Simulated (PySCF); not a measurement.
# Cl$_{3}$HSi, SMILES `Cl[SiH](Cl)Cl`: electronic structure

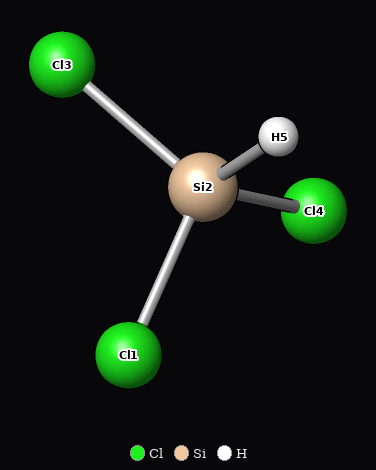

The molecule, with its atoms numbered as below. No frequency check shows the geometry to be a minimum.

Geometry (Å), atoms numbered from 1:

```
Cl1     -0.5085    1.8272    0.1730
Si2      0.0002   -0.0008   -0.4924
Cl3     -1.3287   -1.3533    0.1734
Cl4      1.8370   -0.4731    0.1734
H5      -0.0003   -0.0020   -1.9431
```

## 1. Bonding charge

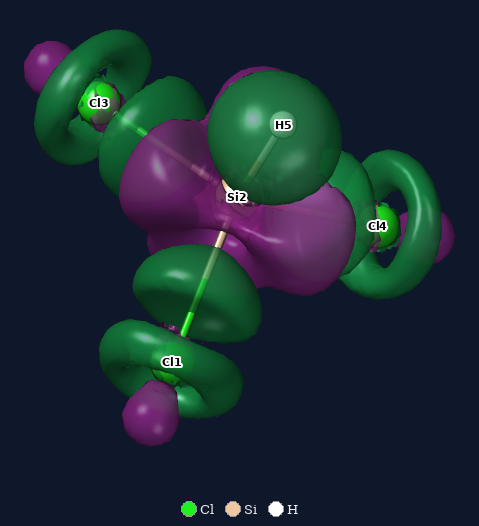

Deformation density (molecule less spherical, spin-averaged free atoms at the same positions), surfaces at ±0.05 e/Å³; green: gain, purple: loss.

Computed with PySCF, ωB97X/def2-TZVP, geometry: GFN2-xTB.

Question: How much density has each bond gained at its critical point, relative to the free atoms?

Answer: Si2–H5: +0.30 e/Å³ at the bond critical point (bond length 1.45 Å, Mayer order 0.9). Si2–Cl3, Si2–Cl4 and Cl1–Si2: +0.10 e/Å³ at the bond critical point (bond length 2.01 Å, Mayer order 1.2). In all, 1.1 electrons gather in the regions of gain relative to the promolecule. A small or negative value marks a very polar bond, one between electron-rich atoms, whose free-atom densities already overlap strongly, a long bond to a heavier atom, or a closed-shell contact such as a hydrogen bond.

Question: Where do the Hirshfeld charges lie?

Answer: The highest Hirshfeld charge is on Si2 (+0.34 e), the lowest on Cl1, Cl3 and Cl4 (−0.09 e).

## 2. Bond critical points

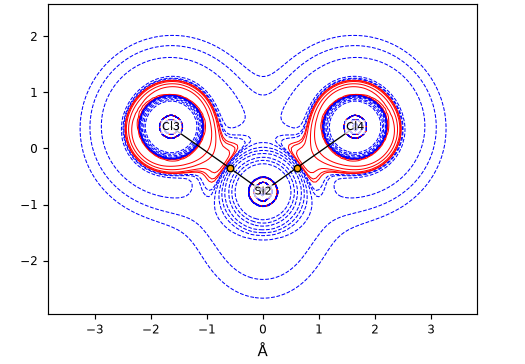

Negative Laplacian of the density (−∇²ρ) in the plane of Si2, Cl3 and Cl4 (solid red lines positive, dashed blue lines negative, contours at ±0.02 to ±8 a.u.), with bond paths and bond critical points (dots).

Question: Sort the bonds in the plane by the sign of ∇²ρ at their critical points.

Answer: At none is it concentrated. Depleted (∇²ρ > 0): Si2–Cl3 and Si2–Cl4 (+0.27 a.u., H = −0.060). A positive Laplacian with clearly negative H marks a strongly polar covalent bond, whose critical point lies close to the core of the less electronegative atom.

Question: Where along Si2–Cl3 does the critical point lie?

Answer: 0.73 Å from Si2 and 1.28 Å from Cl3.

## 3. Electrostatic potential

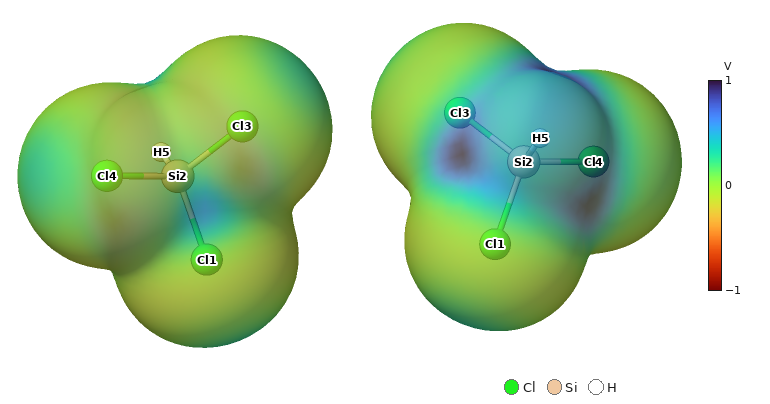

Electrostatic potential on the surface of electron density 0.001 a.u. (back view left, front view right).

Question: Where are the extremes of the potential on the surface?

Answer: Highest: 0.96 V, 1.9 Å from H5, and at like points elsewhere. Further maxima include 0.54 V, off the Si2–Cl3 bond (2.3 Å from its atoms); 0.51 V, 1.4 Å from H5. Lowest: −0.16 V, 2.1 Å from Cl1, and at like points elsewhere. The surface is sampled at points, so like sites can differ by a few per cent and only the strongest of them is named.

Question: What volume does the surface enclose, and what is the dipole moment?

Answer: About 120 Å³; the dipole moment is 0.8 D.

## 4. In an electric field

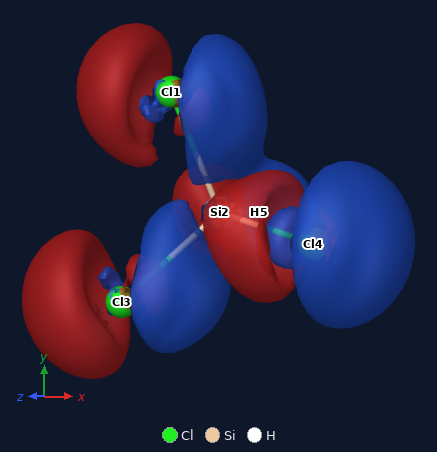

Change of the electron density in a uniform field of 0.21 V/Å, surfaces at ±0.0015 e/Å³ (red: gain, blue: loss).

Computed with PySCF, ωB97X/def2-TZVP, geometry: GFN2-xTB. A basis without diffuse functions makes polarisabilities too small.

Question: Along which Cartesian direction does the field point?

Answer: Along +x: electrons gather on the −x side, against the field.

Question: What dipole is induced, and what polarisability does it imply?

Answer: The induced dipole is 0.61 D (along the field); α along this axis, from the fields in both directions, is 60 bohr³ (8.8 Å³).

Question: Which atoms gain and lose the most charge?

Answer: Electrons gather most on Cl3 (Hirshfeld charge changes by −0.014 e) and leave Cl4 most (+0.020 e); 0.053 electrons are displaced in all.

## 5. Removing or adding an electron

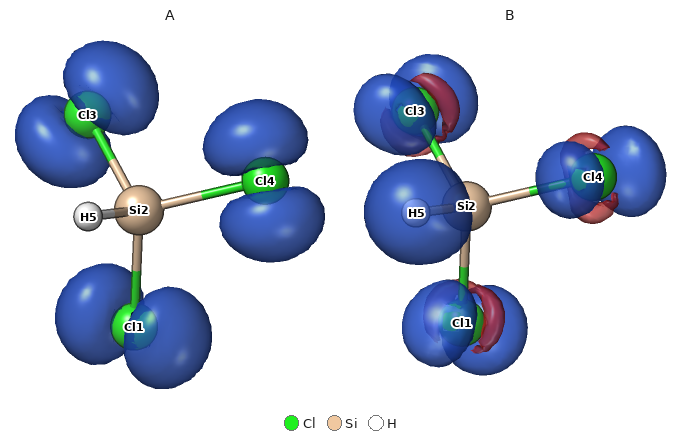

The Fukui function f⁻ from two separate SCF calculations and the density of the HOMO, at ±0.03 e/Å³ (blue positive, red negative).

Level of theory: ωB97X/def2-TZVP (PySCF), at a geometry from GFN2-xTB.

Question: Which panel is which, and how good is the frozen-orbital picture?

Answer: B is f⁻ (it has negative regions), A the HOMO density. The HOMO lies on Cl1, Cl3 and Cl4 (32 % each); f⁻ (Hirshfeld-condensed) is largest on Cl1, Cl3 and Cl4 (0.24 each) and H5 (0.17); the vertical ionisation energy is 12.17 eV (the stability of the cation's solution wasn't checked). Relaxation shifts 24 % of the electron between atoms. The orbital energy is −11.81 eV.

The PySCF runs shown took 5.1 s, 11 s and 14 s on 1 thread of AMD EPYC 9R45 96-Core Processor (Zen 5), with other jobs on the host.
